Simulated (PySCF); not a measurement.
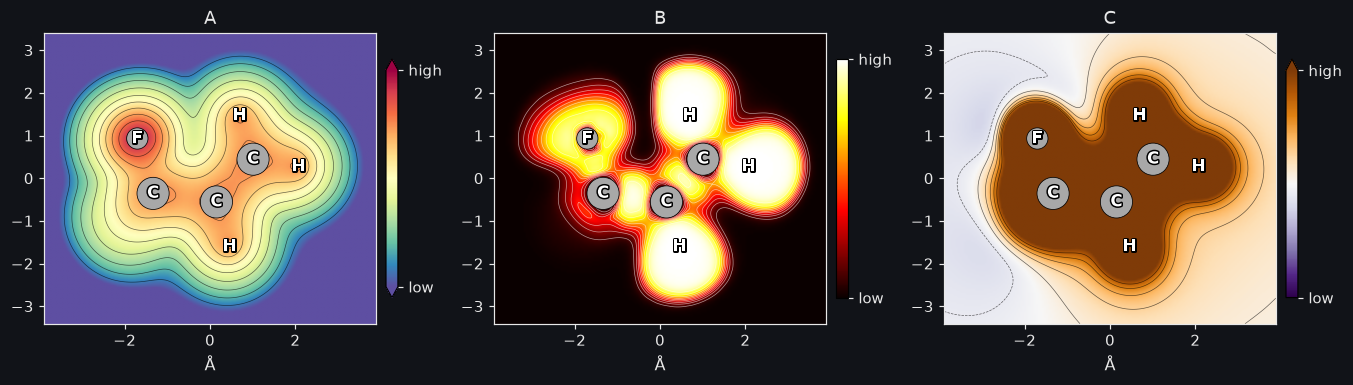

C3H3F3 (SMILES C=CC(F)(F)F): 3 fields on the plane of atoms C2, C3 and F6, with unlabelled colour scales. Grey discs cover the atomic cores.

Geometry: GFN2-xTB.

Level of theory: PySCF, PBE0/pcSseg-1, SCF density, gas phase, non-relativistic.

```json
{"atom": "C", "x (Å)": "-1.3887", "y (Å)": "0.1471", "z (Å)": "-0.1881"}
{"atom": "C", "x (Å)": "-0.2527", "y (Å)": "-0.5213", "z (Å)": "-0.1479"}
{"atom": "C", "x (Å)": "1.0621", "y (Å)": "0.1249", "z (Å)": "0.1662"}
{"atom": "F", "x (Å)": "1.6394", "y (Å)": "-0.4221", "z (Å)": "1.2517"}
{"atom": "F", "x (Å)": "1.9438", "y (Å)": "-0.0233", "z (Å)": "-0.8395"}
{"atom": "F", "x (Å)": "0.9713", "y (Å)": "1.4392", "z (Å)": "0.4035"}
{"atom": "H", "x (Å)": "-1.4305", "y (Å)": "1.2063", "z (Å)": "0.0053"}
{"atom": "H", "x (Å)": "-2.3172", "y (Å)": "-0.3454", "z (Å)": "-0.4171"}
{"atom": "H", "x (Å)": "-0.1731", "y (Å)": "-1.5814", "z (Å)": "-0.3348"}
```

### Which field does each panel show? The fields are: electron density, electron localisation function and electrostatic potential.

Panel A: electron density. Panel B: electron localisation function. Panel C: electrostatic potential (strongly positive close to the atoms, with negative regions outside electron-rich atoms). From the grid: C–C (1.32 Å): ρ at the midpoint is about 2.3 e/Å³; the ELF peaks at about 0.90 between the atoms: a short, multiple covalent bond. C–F (1.34 Å): ρ at the midpoint is about 2.4 e/Å³; the ELF peaks at about 0.85 between the atoms: a polar covalent bond.
